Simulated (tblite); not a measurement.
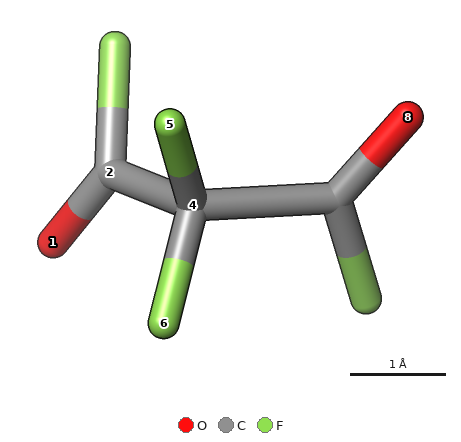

Fig. 1: The structure as given in the input (stick view, seen at a tilt; atoms are numbered from 1 in the order of the input). Bond lengths as drawn: C–C 1.55 Å, C–F 1.34 to 1.35 Å and C–O 1.17 Å.

Molecular dynamics of C$_{3}$F$_{4}$O$_{2}$ (part 1 of 2)

The run: molecular dynamics of C$_{3}$F$_{4}$O$_{2}$. Method and program: GFN2-xTB Langevin dynamics, gas phase (tblite 0.8.0).

The input:
```
{"job": {"kind": "md", "xc": "GFN2-xTB", "basis": "xTB", "temperature": 400, "steps": 2000, "every": 50}, "charge": 0, "multiplicity": 1}
O     -1.490852    -1.565794    -0.572528
C     -1.161350    -0.462615    -0.365405
F     -1.709208     0.592713    -0.978720
C     -0.036301     0.024516     0.584466
F     -0.455440     1.077980     1.312690
F      0.279983    -0.965234     1.442522
C      1.204160     0.439581    -0.247995
O      1.564008     1.523982    -0.498881
F      1.818561    -0.659134    -0.701330
```

The first line tells a small driver script what to run in tblite; the rest is the geometry in Å.

Run as:
```bash
OMP_NUM_THREADS=1 python <driver script> task.json out
```

What the program printed:
```
t/fs     T/K      E/eV
    0.0   372.1   -909.78873
   25.0   312.5   -909.55255
   50.0   324.9   -909.51566
   75.0   284.3   -909.41465
  100.0   460.8   -909.53960
  125.0   340.1   -909.29283
  150.0   664.8   -909.51770
  175.0   294.2   -909.13405
  200.0   409.3   -909.40373
  225.0   215.5   -909.15677
  250.0   572.8   -909.44101
  275.0   298.7   -909.27864
  300.0   373.8   -909.29062
  325.0   199.7   -909.21773
  350.0   393.4   -909.43599
  375.0   319.2   -909.35055
  400.0   247.8   -909.40050
  425.0   267.8   -909.35509
  450.0   283.9   -909.47632
  475.0   342.0   -909.48841
  500.0   390.4   -909.55185
  525.0   279.5   -909.32786
  550.0   446.4   -909.57694
  575.0   579.7   -909.46321
  600.0   294.9   -909.17185
  625.0   439.9   -909.47862
  650.0   474.6   -909.49963
  675.0   319.5   -909.41571
  700.0   618.9   -909.44322
  725.0   507.8   -909.34355
  750.0   317.9   -909.07972
  775.0   518.5   -909.31809
  800.0   541.5   -909.25376
  825.0   510.0   -909.34234
  850.0   404.0   -909.27962
  875.0   719.1   -909.50139
  900.0   506.6   -909.39442
  925.0   440.4   -909.25141
  950.0   380.0   -909.40145
  975.0   448.8   -909.43222
 1000.0   288.0   -909.43344
```

Trajectory as extended XYZ (Å, eV, eV/Å), 41 frames, from step=0 to step=40:
```
9
Properties=species:S:1:pos:R:3:forces:R:3 step=0 time_fs=0.0 energy=-909.78873 temperature=372.1
O    -1.4909   -1.5658   -0.5725    0.0019   0.0018  -0.0020
C    -1.1614   -0.4626   -0.3654   -0.0028  -0.0025   0.0074
F    -1.7092    0.5927   -0.9787    0.0020   0.0015  -0.0012
C    -0.0363    0.0245    0.5845   -0.0017   0.0000   0.0003
F    -0.4554    1.0780    1.3127   -0.0025  -0.0006   0.0002
F     0.2800   -0.9652    1.4425   -0.0001   0.0005  -0.0001
C     1.2042    0.4396   -0.2480   -0.0029  -0.0010  -0.0050
O     1.5640    1.5240   -0.4989    0.0023   0.0029   0.0009
F     1.8186   -0.6591   -0.7013    0.0038  -0.0026  -0.0007
9
Properties=species:S:1:pos:R:3:forces:R:3 step=1 time_fs=25.0 energy=-909.55255 temperature=312.5
O    -1.5347   -1.5740   -0.5195   -0.5598  -0.4080  -0.1473
C    -1.2009   -0.4794   -0.3007   -0.1867   0.2553  -1.0893
F    -1.6532    0.5986   -1.0388    0.2945  -0.8649   0.7816
C    -0.0847   -0.0431    0.5943    0.6588   1.4006   1.5313
F    -0.5229    1.0797    1.3229    0.7175  -1.0953  -0.7686
F     0.3517   -0.9348    1.5113   -0.6349  -0.0667  -0.2780
C     1.1518    0.3650   -0.2602   -0.1540   1.7630  -0.4535
O     1.4589    1.4869   -0.4534    0.0197  -0.3165   0.1972
F     1.7860   -0.6244   -0.8557   -0.1552  -0.6675   0.2265
9
Properties=species:S:1:pos:R:3:forces:R:3 step=2 time_fs=50.0 energy=-909.51566 temperature=324.9
O    -1.7041   -1.5913   -0.3933    0.8250   0.4082   0.0950
C    -1.1389   -0.5637   -0.3192   -0.9239  -0.3448   0.3965
F    -1.6099    0.5213   -0.9812    0.5160  -0.2817   0.1418
C     0.0236   -0.0576    0.6290   -1.2925   0.1256   0.5550
F    -0.5731    0.9903    1.2762    0.3681  -0.3369   0.2587
F     0.4343   -0.9581    1.5755   -0.4176   0.6762  -1.0171
C     1.1178    0.4903   -0.2671    0.2642  -0.4905   0.0643
O     1.4152    1.6098   -0.4405    0.2779  -0.9111  -0.3566
F     1.5978   -0.6396   -0.8910    0.3828   1.1550  -0.1376
9
Properties=species:S:1:pos:R:3:forces:R:3 step=3 time_fs=75.0 energy=-909.41465 temperature=284.3
O    -1.7482   -1.6969   -0.1870   -0.7747  -0.7667  -0.1993
C    -1.2844   -0.6415   -0.1951    2.3741   1.2306   0.9161
F    -1.4860    0.3860   -0.9879   -1.5256   0.3816  -1.5094
C    -0.0959   -0.0038    0.6907   -0.8091  -1.1843  -1.2012
F    -0.7028    0.9526    1.3879    0.2918   0.4922   0.7607
F     0.3900   -0.9794    1.4561    0.4103  -0.0195   0.8744
C     0.9831    0.5157   -0.2851    0.3663  -0.1907   0.2741
O     1.4092    1.5728   -0.5246   -0.3256   0.9980   0.3004
F     1.4968   -0.5306   -0.9297   -0.0074  -0.9413  -0.2159
9
Properties=species:S:1:pos:R:3:forces:R:3 step=4 time_fs=100.0 energy=-909.53960 temperature=460.8
O    -1.7564   -1.7170   -0.0508    1.0503   1.8969  -0.2910
C    -1.2351   -0.6510   -0.1932   -1.3895  -1.8268   0.5902
F    -1.5206    0.1572   -1.2089   -0.1901   0.1379  -0.3580
C    -0.1715    0.0276    0.7123    0.3534  -0.5014  -1.7529
F    -0.7380    0.9425    1.5159    0.5984  -0.1078  -0.2367
F     0.4002   -0.9537    1.4099    0.2172  -0.1990   0.9678
C     0.9328    0.5318   -0.3343    0.1571   2.0492   0.5924
O     1.3145    1.6471   -0.4874   -0.5149  -1.4984   0.1594
F     1.3890   -0.4889   -1.0625   -0.2819   0.0494   0.3289
9
Properties=species:S:1:pos:R:3:forces:R:3 step=5 time_fs=125.0 energy=-909.29283 temperature=340.1
O    -1.8527   -1.6541    0.0278   -1.2522  -1.6558   0.4007
C    -1.3050   -0.6782   -0.2415    0.5497   0.7798  -1.1095
F    -1.5422   -0.0952   -1.4985    0.6944  -0.0195   1.7132
C    -0.1905   -0.0804    0.6489    0.7891   2.8304  -1.5476
F    -0.6211    0.8022    1.5454   -1.0418   1.0320   0.3138
F     0.4259   -0.9524    1.3968    0.5866  -1.8676   0.2374
C     0.8882    0.6298   -0.3178   -0.8265  -0.9802   0.2404
O     1.2655    1.7152   -0.5020   -0.1683   0.0587   0.3520
F     1.2738   -0.4239   -1.0491    0.6690  -0.1780  -0.6003
9
Properties=species:S:1:pos:R:3:forces:R:3 step=6 time_fs=150.0 energy=-909.51770 temperature=664.8
O    -2.0029   -1.6131    0.1056    0.3672   0.1764   0.3656
C    -1.2844   -0.7553   -0.2357   -0.4098   0.1784   0.1493
F    -1.3340   -0.2860   -1.4790    0.0216   0.3528  -0.5032
C    -0.1422   -0.0093    0.5663   -0.7888  -0.8103   0.6069
F    -0.6295    0.8643    1.4889    0.2181  -0.5377  -0.4602
F     0.4403   -1.0658    1.2373    0.0869   0.9117  -0.0552
C     0.8458    0.6626   -0.3946    0.0420  -1.7313   0.2784
O     1.2067    1.7633   -0.4568    0.2466  -0.0152  -0.5211
F     1.2641   -0.4296   -1.1598    0.2159   1.4752   0.1395
9
Properties=species:S:1:pos:R:3:forces:R:3 step=7 time_fs=175.0 energy=-909.13405 temperature=294.2
O    -2.0732   -1.5763    0.2054    0.1887   0.7965  -0.7159
C    -1.3328   -0.7704   -0.2222    0.7436  -0.6455   1.7760
F    -1.1290   -0.3881   -1.4498   -1.1928  -0.1348  -1.8836
C    -0.1268   -0.0824    0.5199   -1.0787  -1.7803   2.8949
F    -0.5460    0.8854    1.4106    0.4379  -1.2300  -0.4922
F     0.5425   -1.1381    1.1852   -0.8652   1.0767   0.0217
C     0.8369    0.4981   -0.3845    1.0377   3.0565  -1.0283
O     1.0802    1.6499   -0.4445    0.0611   0.9099   0.3450
F     1.4111   -0.2694   -1.2484    0.6678  -2.0492  -0.9177
9
Properties=species:S:1:pos:R:3:forces:R:3 step=8 time_fs=200.0 energy=-909.40373 temperature=409.3
O    -2.1618   -1.4990    0.2064   -0.4209  -0.6357   0.9767
C    -1.2639   -0.8713   -0.1564    0.8478   1.0826  -1.0707
F    -1.2075   -0.4979   -1.4691    0.1210   0.0360  -0.0683
C    -0.0228   -0.2019    0.5222    0.1196  -0.0159   1.2930
F    -0.4435    0.7656    1.4021   -0.1874  -0.4508  -0.4455
F     0.6031   -1.1209    1.3591   -0.2603   0.7343  -1.2576
C     0.9108    0.6257   -0.4862   -0.1748  -4.0229   0.6588
O     0.9698    1.7659   -0.4649    0.5300   1.9809  -0.6576
F     1.6093   -0.2753   -1.2661   -0.5750   1.2915   0.5712
9
Properties=species:S:1:pos:R:3:forces:R:3 step=9 time_fs=225.0 energy=-909.15677 temperature=215.5
O    -2.1674   -1.4923    0.3328    1.4406   0.8429  -0.8547
C    -1.2806   -0.9004   -0.1815   -0.5023  -0.1620   0.4018
F    -1.2909   -0.6211   -1.5492    0.4585  -0.2273   2.0787
C    -0.0109   -0.2349    0.6344    0.7256   0.5991  -1.2719
F    -0.4467    0.7281    1.4560   -0.8244  -0.0565   0.2907
F     0.6982   -1.0769    1.4282   -0.6589  -0.1430  -0.7736
C     0.9316    0.5726   -0.3341    0.3130   1.9130  -2.3742
O     0.9604    1.7480   -0.5698   -0.6976  -1.6821   1.6651
F     1.6673   -0.1408   -1.2214   -0.2545  -1.0841   0.8381
9
Properties=species:S:1:pos:R:3:forces:R:3 step=10 time_fs=250.0 energy=-909.44101 temperature=572.8
O    -2.0668   -1.4691    0.3892   -0.3046  -0.0640   0.4704
C    -1.2136   -0.8702   -0.1441   -0.0051  -0.6160   2.2295
F    -1.1343   -0.7893   -1.4111    0.2522   0.3713  -2.8659
C    -0.0154   -0.1418    0.5523   -0.6428  -0.9531  -0.1561
F    -0.5527    0.6644    1.4818    0.2353   0.3707   0.0318
F     0.7323   -1.0573    1.2139    0.0052  -0.1024   0.0459
C     0.8716    0.6066   -0.4364    1.0375  -0.0278   0.9237
O     1.0018    1.7726   -0.3825    0.3836  -0.3632  -1.1439
F     1.6543   -0.3038   -1.1357   -0.9614   1.3847   0.4646
9
Properties=species:S:1:pos:R:3:forces:R:3 step=11 time_fs=275.0 energy=-909.27864 temperature=298.7
O    -2.0072   -1.4597    0.5272   -0.4599  -0.1284  -0.7753
C    -1.2013   -0.8901   -0.0837    1.2345   0.2856  -1.1052
F    -0.9585   -0.8856   -1.4567   -1.1158  -0.4636   1.0877
C    -0.0299   -0.1018    0.5300   -0.4003  -0.7639   1.8302
F    -0.5652    0.6675    1.5059    0.4367  -0.1439   0.0778
F     0.7492   -1.1099    1.1025   -0.4911   0.3875   0.3754
C     0.9684    0.6307   -0.3213   -1.9318   1.5002   0.7689
O     1.1151    1.7863   -0.3705    0.6153   0.9909  -0.2053
F     1.5243   -0.2576   -1.0265    2.1124  -1.6643  -2.0542
9
Properties=species:S:1:pos:R:3:forces:R:3 step=12 time_fs=300.0 energy=-909.29062 temperature=373.8
O    -2.0753   -1.4311    0.3681    1.4768   0.8773   0.1534
C    -1.1009   -0.9194   -0.0846   -2.3036  -1.0406  -0.3821
F    -0.9640   -1.0180   -1.4315    0.6960   0.5067   0.4696
C     0.0320   -0.1890    0.6648   -0.3852   1.8618   0.2998
F    -0.5404    0.5989    1.6988    0.8219  -1.1194  -1.4515
F     0.7594   -1.1542    1.2446    0.2161   0.4267   0.0498
C     0.9498    0.7373   -0.2991    0.6395  -1.9830  -0.0261
O     1.2649    1.8560   -0.3907   -0.7151  -0.8147   0.2932
F     1.5280   -0.2666   -1.1107   -0.4463   1.2852   0.5939
9
Properties=species:S:1:pos:R:3:forces:R:3 step=13 time_fs=325.0 energy=-909.21773 temperature=199.7
O    -2.0805   -1.4125    0.4147   -1.9840  -0.8315   0.9207
C    -1.1659   -0.9807   -0.1138    3.1673   1.1745  -0.6618
F    -0.9030   -1.0642   -1.4236   -0.1941   0.0691   0.2881
C     0.0618   -0.2218    0.6515   -1.0540  -0.0118   1.8573
F    -0.5360    0.4293    1.7384   -0.0373   0.5164  -1.4788
F     0.8044   -1.0761    1.3794    0.4716  -1.0608  -0.7374
C     0.9800    0.6332   -0.1831    0.5622  -0.7848  -2.4165
O     1.2106    1.7604   -0.3322   -0.2736   0.6176   0.8422
F     1.5782   -0.2282   -1.1681   -0.6582   0.3114   1.3861
9
Properties=species:S:1:pos:R:3:forces:R:3 step=14 time_fs=350.0 energy=-909.43599 temperature=393.4
O    -2.0691   -1.4114    0.4270    1.4798   0.3111  -0.4971
C    -1.0493   -1.0278   -0.0448   -2.5273  -0.7027  -0.6884
F    -0.8875   -1.1014   -1.4185    0.2551   0.0717   1.1040
C     0.0541   -0.2659    0.6632   -0.4109  -0.8933   0.9715
F    -0.5957    0.5042    1.6068    0.9725  -0.4933  -0.7453
F     0.8420   -1.1951    1.3401   -0.5040   0.9786  -0.4559
C     0.9020    0.5602   -0.3179    0.0341  -0.7327   1.8802
O     1.0488    1.7024   -0.2041    0.2753   1.7621  -0.6981
F     1.5805   -0.2519   -1.0814    0.4255  -0.3015  -0.8710
9
Properties=species:S:1:pos:R:3:forces:R:3 step=15 time_fs=375.0 energy=-909.35055 temperature=319.2
O    -2.0742   -1.5424    0.4266   -0.8220  -0.4158  -0.2458
C    -1.1323   -1.1254   -0.1087    1.2090   0.2935   0.5078
F    -0.8031   -1.2108   -1.3869   -0.5783  -0.4395  -0.7545
C    -0.0003   -0.3445    0.5928    0.7035  -0.2776   0.7021
F    -0.5578    0.5082    1.4241   -0.9641   0.4582   1.7101
F     0.8480   -1.1826    1.2944   -0.6734   0.0150  -0.0381
C     0.9055    0.5349   -0.2411   -1.6196   0.9122   0.3029
O     0.8707    1.7050   -0.2286    0.5479   0.5105  -0.2105
F     1.5738   -0.2236   -1.0099    2.1972  -1.0564  -1.9740
9
Properties=species:S:1:pos:R:3:forces:R:3 step=16 time_fs=400.0 energy=-909.40050 temperature=247.8
O    -2.1054   -1.6649    0.2469   -0.1315   0.1955   1.0478
C    -1.1053   -1.1864   -0.1358   -0.7082  -0.2541   0.6183
F    -0.8512   -1.3601   -1.4233    1.2150   0.5585  -0.5344
C    -0.0407   -0.3513    0.6913    0.7657   0.7769  -1.6578
F    -0.6297    0.5536    1.5332    0.2846  -1.0760  -0.5535
F     0.7937   -1.1533    1.3822   -0.4792   0.0521   0.0829
C     0.8597    0.5561   -0.3192    0.0222  -1.3394   0.2453
O     0.7919    1.7153   -0.3398    0.1592   0.5164  -0.3081
F     1.7237   -0.1668   -1.1206   -1.1279   0.5701   1.0595
9
Properties=species:S:1:pos:R:3:forces:R:3 step=17 time_fs=425.0 energy=-909.35509 temperature=267.8
O    -2.1278   -1.7696    0.2790    0.7417   0.5368  -0.3975
C    -1.1808   -1.2325   -0.1501    0.8647   0.1160  -0.2545
F    -0.7664   -1.2952   -1.4550   -0.6795  -0.2226   0.4409
C    -0.0343   -0.3741    0.5840   -1.7264   0.0678  -0.0623
F    -0.6221    0.4488    1.4473   -1.2244   1.3993   0.4378
F     0.5820   -1.1713    1.4384    1.5329  -1.2978  -0.1587
C     0.7862    0.5264   -0.3591    0.0633   0.8103   0.4211
O     0.7065    1.6891   -0.5069   -0.8537   0.2337   0.4315
F     1.7086   -0.1067   -1.0032    1.2814  -1.6434  -0.8585
9
Properties=species:S:1:pos:R:3:forces:R:3 step=18 time_fs=450.0 energy=-909.47632 temperature=283.9
O    -2.0813   -1.7119    0.3073    0.4105   0.2765  -0.2986
C    -1.1496   -1.1776   -0.1656   -0.1125   0.3066   1.0275
F    -0.8081   -1.2951   -1.4455    0.0812   0.0896  -0.0293
C    -0.0726   -0.2781    0.6708   -1.2621  -0.6603  -1.1582
F    -0.8066    0.5930    1.4672    1.2806  -1.1209  -0.7446
F     0.5798   -1.2293    1.3899   -0.0378   0.8845   0.1818
C     0.8163    0.4880   -0.3839   -0.8393   0.8991   1.6088
O     0.6555    1.6367   -0.5983    0.3594  -0.5520  -0.4178
F     1.7193   -0.2904   -0.9351    0.1201  -0.1230  -0.1695
9
Properties=species:S:1:pos:R:3:forces:R:3 step=19 time_fs=475.0 energy=-909.48841 temperature=342.0
O    -2.0731   -1.6777    0.3168   -1.5074  -0.8937   0.3615
C    -1.1654   -1.1445   -0.1700   -0.2608   0.2247   1.0919
F    -0.8396   -1.2382   -1.4139    0.3543  -0.1510  -1.8245
C    -0.1855   -0.3178    0.6191    1.8781   1.5975   0.4431
F    -0.7217    0.5683    1.4684   -0.8616   0.1433   0.1738
F     0.5384   -1.1392    1.3985    0.2528  -0.6443   0.2731
C     0.7866    0.4693   -0.2856    0.3434  -0.9725  -1.3622
O     0.7473    1.5500   -0.7244   -0.0349   0.1920   0.4517
F     1.6791   -0.4536   -0.7863   -0.1640   0.5040   0.3917
9
Properties=species:S:1:pos:R:3:forces:R:3 step=20 time_fs=500.0 energy=-909.55185 temperature=390.4
O    -2.2322   -1.6802    0.2937    0.9441   0.5586   0.0522
C    -1.2696   -1.1306   -0.0996   -0.6249  -0.1829  -0.1820
F    -0.9668   -1.1370   -1.4226   -0.0169  -0.0314   0.1278
C    -0.1662   -0.2943    0.6157    0.0552   0.4753   1.1581
F    -0.6808    0.5844    1.5228   -0.2784  -0.0820  -0.7264
F     0.5796   -1.1138    1.4286   -0.1829   0.0473  -0.7622
C     0.7984    0.4325   -0.4087   -0.3205  -0.2097   0.7418
O     0.8179    1.5355   -0.8116   -0.0178  -1.0149   0.2300
F     1.6783   -0.5381   -0.6761    0.4421   0.4398  -0.6393
```
